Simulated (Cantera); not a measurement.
Charge: 1 mol PbO, 0.71 mol H₂, 6.4 mol N₂, at 13300 Pa.

These are equilibrium values from Cantera (NASA tables, ideal gas, pure condensed phases), not measurements of a reactor. Candidate condensed phases: H₂O, Pb, PbO, PbO₂, Pb₃O₄; 27 gas species. Each liquid is taken as pure. Mutual solubility and eutectic melting of coexisting phases are not modelled. Gases not in the tables: (PbO)n polymers. Rates play no part.

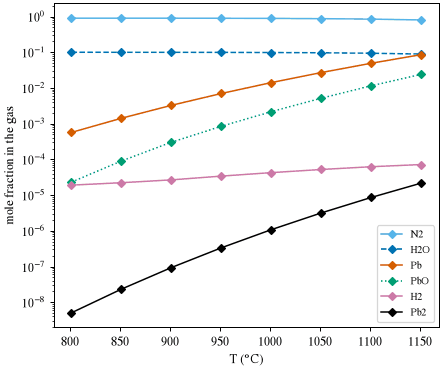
*Equilibrium gas composition (values under 1e-9 drawn at 1e-9)*

From 802 °C to 852 °C the condensed part is Pb(l) + PbO(yellow). From 902 °C to 1152 °C the condensed part is Pb(l) + PbO(l). The share of Pb in condensed phases is highest at 802 °C (99.6 %) and lowest at 1152 °C (12.1 %).
